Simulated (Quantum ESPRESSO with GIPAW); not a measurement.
# 19F and 89Y NMR of Cs2KYF6, calculated, part 2 of 2

Aim: the magnetic shielding of every site in Cs2KYF6.

Quantum ESPRESSO with GIPAW; PBEsol.

So far. Step 3 (Magnetic response): Cs, Y and K sit on cubic site symmetry, where the tensor must be isotropic. An axis of order three or more runs through F, so two principal values coincide and the skew is ±1. In this run the largest span is that of F (site symmetry 4mm), with principal values 104.6, 104.6 and 320.7 ppm.

## Step 4: Sites, surroundings and shifts

A shielding is counted from the bare nucleus and a shift from a reference compound, with the opposite sign. A fitted line does better than one reference, as its slope takes up part of the functional's error.

Reference lines, from the same functional and files: 19F: δ = (90.6 − σ) / 1.258, zero at CFCl3, fitted to 14 measured values, from BaF2, BaLiF3, CdF2, InF3, K3YF6, KF, LiF, MgF2 and NaF and others, with a scatter of 7.1 ppm r.m.s. (CaF2 and ScF3 fall off this line, as semilocal functionals put their cations' empty d or f shells too low, and are left out), on σ without the shape term. Kinds of site that fitted badly were split off after the misses were seen, so the scatter is that of the points kept.

Covalently bonded atoms count as neighbours within 1.18 times the sum of their radii. Otherwise a cation's neighbours lie within 1.2 times its shortest bond (1.3 for large cations, each anion's radius taken off where they differ), and an anion's are the cations that count it.

| site | atom no. | atoms in cell | surroundings | bonds (Å) | δ_iso (ppm) |
| --- | --- | --- | --- | --- | --- |
| Cs | 1 | 2 | CsF12 | 3.345 | - |
| Y | 3 | 1 | YF6 | 2.163 | - |
| K | 4 | 1 | KF6 | 2.560 | - |
| F | 5 | 6 | bound to YKCs4 | 2.16 to 3.35 | -68.4 |

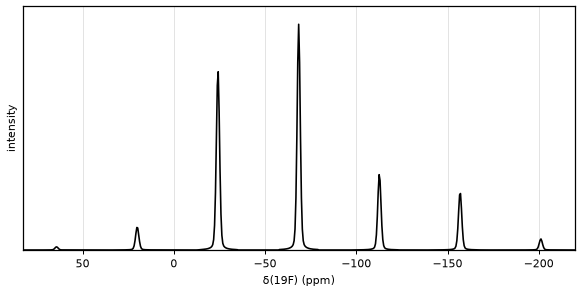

Simulated spectrum: 19F MAS at 25 kHz, 14.1 T (565.1 MHz), lines broadened by 2 ppm; rigid lattice, with dipolar and J couplings left out. Lines over 1.5 % of the strongest (ppm: area): 20.1: 0.11, -24.2: 0.83, -68.4: 1.00, -112.7: 0.35, -156.9: 0.27, -201.1: 0.05. Spinning sidebands lie 44.2 ppm apart.

## Step 5: A bad input

One more run, with a slip of the kind that is easily made.

scf.in

```
&control
  calculation = 'scf'
  prefix = 'x'
  outdir = './tmp/'
  pseudo_dir = './'
/
&system
  ibrav = 0
  nat = 10
  ntyp = 4
  ecutwfc = 55
  ecutrho = 330
  nbnd = 40
/
&electrons
  conv_thr = 1.0d-10
  mixing_beta = 0.7
  electron_maxstep = 100
/
ATOMIC_SPECIES
  Cs 132.905 Cs.pbesol-spnd-kjpaw_psl.1.0.0.UPF
  Y 88.906 Y.pbesol-spn-kjpaw_psl.1.0.0.UPF
  K 39.098 K.pbesol-spn-kjpaw_psl.1.0.0.UPF
  F 18.998 F.pbesol-n-kjpaw_psl.1.0.0.UPF
CELL_PARAMETERS angstrom
  0.00000000 4.72250000 4.72250000
  4.72250000 0.00000000 4.72250000
  4.72250000 4.72250000 0.00000000
ATOMIC_POSITIONS crystal
  Cs 0.75000000 0.75000000 0.75000000
  Cs 0.25000000 0.25000000 0.25000000
  Y 0.00000000 0.00000000 -0.00000000
  K 0.50000000 0.50000000 0.50000000
  F 0.77099290 0.77099290 0.22900710
  F 0.22900710 0.22900710 0.77099290
  F 0.77099290 0.22900710 0.77099290
  F 0.22900710 0.77099290 0.77099290
  F 0.22900710 0.77099290 0.22900710
  F 0.77099290 0.22900710 0.22900710
K_POINTS automatic
  3 3 3 0 0 0
```

Started as:

```console
$ mpirun -np 4 pw.x -nk 4 -in scf.in > scf.out
```

This SCF reached its threshold; then the response:

nmr.in

```
&inputgipaw
  job = 'nmr'
  prefix = 'x'
  tmp_dir = './tmp/'
  restart_mode = 'from_scratch'
  verbosity = 'low'
  q_gipaw = 0.01
  spline_ps = .true.
  conv_threshold = 1.0d-11
  use_nmr_macroscopic_shape = .false.
/
```

Started as:

```console
$ mpirun -np 4 gipaw.x -in nmr.in > nmr.out
```

What it wrote:

```text
[banner, memory and clock lines left out]
[a note of our patched build left out]

     Parallelizing q-star over 1 images

     IMPORTANT: XC functional enforced from input :
     Exchange-correlation= PBESOL
                           (   1   4  10   8   0   0   0)
     Any further DFT definition will be discarded
     Please, verify this is what you really want

     Check: negative core charge=   -0.000002

     WARNING: the pseudopotential of Cs has no GIPAW data: results for this element lack core and reconstruction terms
     WARNING: the pseudopotential of Y has no GIPAW data: results for this element lack core and reconstruction terms
     WARNING: the pseudopotential of K has no GIPAW data: results for this element lack core and reconstruction terms
     WARNING: the pseudopotential of F has no GIPAW data: results for this element lack core and reconstruction terms
[...]
alpha_pv=     75.2238 eV

     spline_ps is .false., expect some extrapolation errors

     q-space interpolation up to    66.00 Rydberg

     GIPAW job: nmr
     NMR macroscopic correction: no
[...]
Cs      1    anisotropy:     -0.00    eta:    0.0000
[...]
Atom  2  Cs  pos: (  0.353553  0.353553  0.353553)  Total sigma:          98.65
[...]
Atom  3  Y   pos: (  0.000000  0.000000  0.000000)  Total sigma:          67.04
[...]
Y       3    anisotropy:      0.00    eta:    0.0000
[...]
Atom  4  K   pos: (  0.707107  0.707107  0.707107)  Total sigma:         117.69
[...]
K       4    anisotropy:      0.00    eta:    0.0000
[...]
Atom  5  F   pos: (  0.707107  0.707107  1.090349)  Total sigma:          67.71
[...]
F       5    anisotropy:     41.83    eta:    0.0000
[...]
Atom  6  F   pos: (  0.707107  0.707107  0.323865)  Total sigma:          67.71
[...]
Atom  7  F   pos: (  0.707107  1.090349  0.707107)  Total sigma:          67.71
[...]
Atom  8  F   pos: (  1.090349  0.707107  0.707107)  Total sigma:          67.71
[...]
Atom  9  F   pos: (  0.707107  0.323865  0.707107)  Total sigma:          67.71
[...]
Atom 10  F   pos: (  0.323865  0.707107  0.707107)  Total sigma:          67.71
[...]
```

The job ended after 3.9 min (4 MPI ranks of Arm Neoverse V1, shared host; peak memory 0.68 GiB).

The run ends without an error, but the fault (files without GIPAW data) moves σ_iso of Cs by -5551.3 ppm (both without the shape term); the f-sum rule is missed by 0.019 electrons. Its numbers are not to be used. Without partial waves and core orbitals the core and reconstruction terms are missing.

## Step 6: What came out

| Quantity | Value |
| --- | --- |
| 19F shift | -68.4 ppm |
| 89Y shielding without shape term | 2463.2 ppm |
| 133Cs shielding without shape term | 5650 ppm |
| 39K shielding without shape term | 1168.1 ppm |

What this shows: 19F has one site (bound to YKCs4), with isotropic shift -68.4 ppm. No sound run at another cutoff or mesh is at hand, so convergence rests on the f-sum rule and on experience with these files. Spin-orbit coupling is missing, which matters for Cs. The scalar-relativistic files are used with non-relativistic response operators, which weighs most on the heavy atoms' own shieldings. This build of gipaw.x prints that it is not audited and that its numbers are no references by themselves. It also reports spline_ps as false although the input sets it; why was not traced.

[Banner, clock, file and message-heading lines were taken out of the pw.x and gipaw.x logs.]

[Logs are printed without paths, hosts, clocks, repeated set-up lines and the standing remarks that a program may print on its own settings, such as how far it seeks lower states.]

[Hosts, paths, dates, database ids (printed as entryN), source tags and the programs' standing remarks are cut or masked in the printed files.]

[Where no reference line passes its bar on scatter, no shift is given, so a measured shift of this compound may stand uncompared.]
